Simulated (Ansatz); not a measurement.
# CH4NSi (charge −1): what the fields show

```json
{"atom": "C", "x (Å)": "-1.1791", "y (Å)": "-0.9207", "z (Å)": "-0.9678"}
{"atom": "Si", "x (Å)": "-0.2880", "y (Å)": "0.3518", "z (Å)": "-0.2505"}
{"atom": "N", "x (Å)": "1.2487", "y (Å)": "-0.0177", "z (Å)": "0.6033"}
{"atom": "H", "x (Å)": "-2.0623", "y (Å)": "-0.5764", "z (Å)": "-1.5548"}
{"atom": "H", "x (Å)": "-0.3125", "y (Å)": "1.8833", "z (Å)": "-0.0439"}
{"atom": "H", "x (Å)": "1.2525", "y (Å)": "0.3152", "z (Å)": "1.5693"}
{"atom": "H", "x (Å)": "1.3406", "y (Å)": "-1.0357", "z (Å)": "0.6444"}
```

The highest occupied orbital lies above zero, a sign that basis and functional describe the outermost electron poorly.

All numbers below come from RKS r2SCAN/def2-SVP in Ansatz 0.2.0.

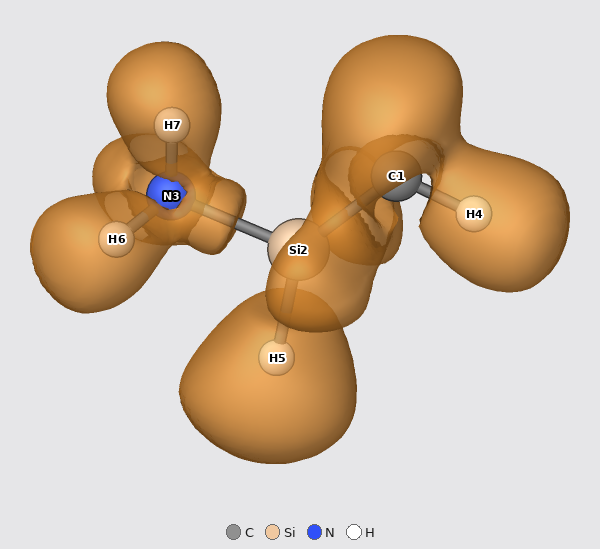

Figure 1. Isosurface of the electron localisation function at 0.75 (orange), seen at a tilt. Core shells and regions of very low density are left out.

Describe the localisation domains.

Answer. At this value the surface marks out one region around a hydrogen nucleus, one joined region spread over several atoms (C, H, Si), in which their bonds and any lone pairs are merged and one joined region spread over several atoms (H, N), in which their bonds and any lone pairs are merged. Along the contacts the grid gives the following. C–Si (1.71 Å): the ELF peaks at about 0.85 between the atoms; localised, covalent bonding. Si–N (1.80 Å): the ELF peaks at about 0.95 between the atoms (a shared but strongly polarised pair).

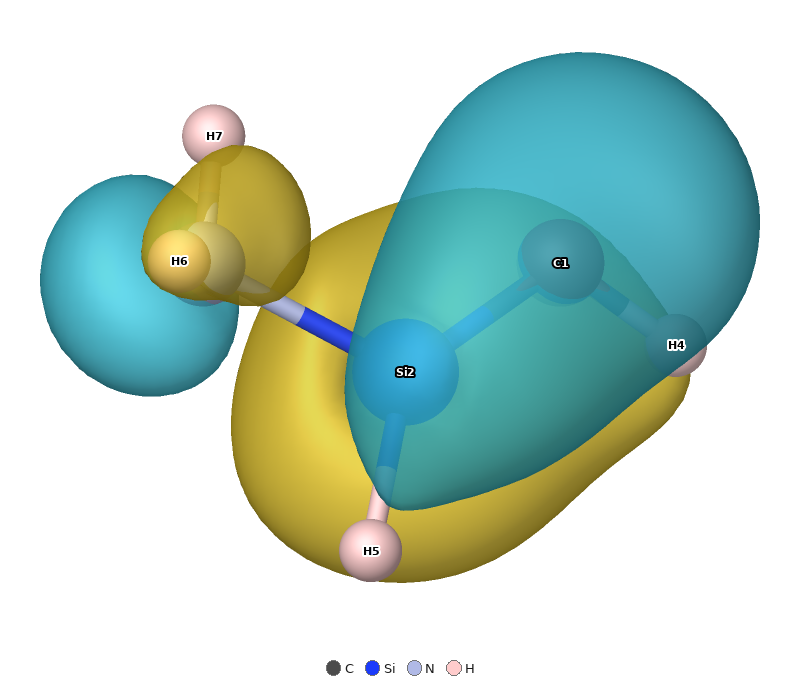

Figure 2. The HOMO−1 at ±0.08 Å⁻³ᐟ² (yellow and cyan are the two phases), seen at a tilt.

What is the character of this orbital?

Answer. It lies mainly on C1 (about 45 %), Si2 (about 40 %) and N3 (about 10 %); π-bonding across C1–Si2. Its energy is 1.32 eV.

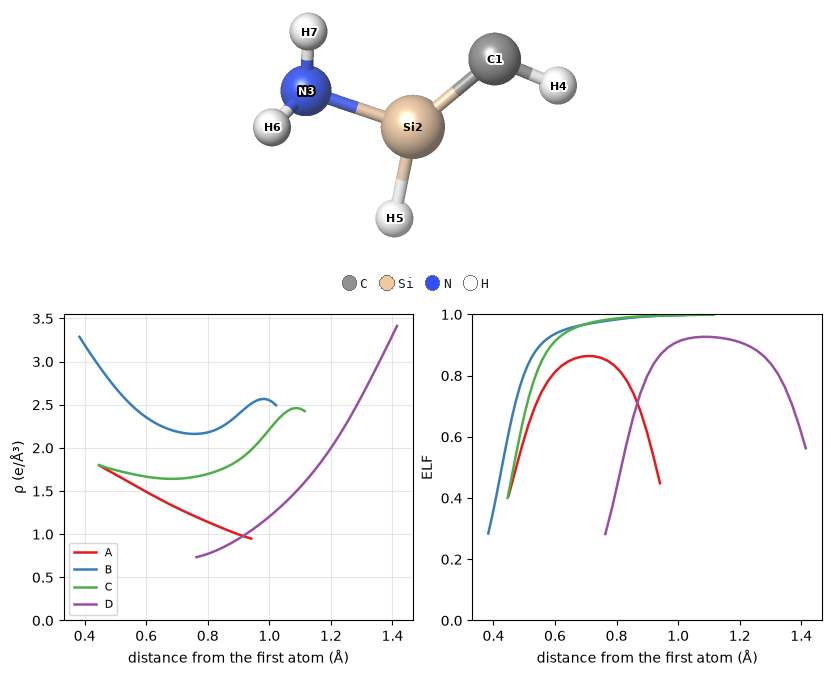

Figure 3. Electron density and electron localisation function along straight lines between neighbouring atoms. The curves leave out the atomic cores. The structure is drawn too.

Which curve belongs to which contact (C–H, C–Si, N–H and Si–N)? The first atom named is at distance zero.

Answer. Curve A: C–Si (1.71 Å): the density is about 1.1 e/Å³ at the midpoint; the ELF peaks at about 0.85 between the atoms (a covalent bond). Curve B: N–H (1.02 Å): ρ is about 2.7 e/Å³ halfway; the ELF climbs to about 1 towards the hydrogen, as it does in any bond to H; an ordinary covalent bond to hydrogen. Curve C: C–H (1.11 Å): the density is about 1.7 e/Å³ at the midpoint; the ELF climbs to about 1 towards the hydrogen; a covalent bond by its length. Curve D: Si–N (1.80 Å): ρ at the midpoint is about 0.94 e/Å³; the ELF peaks at about 0.95 between the atoms (a shared but strongly polarised pair).
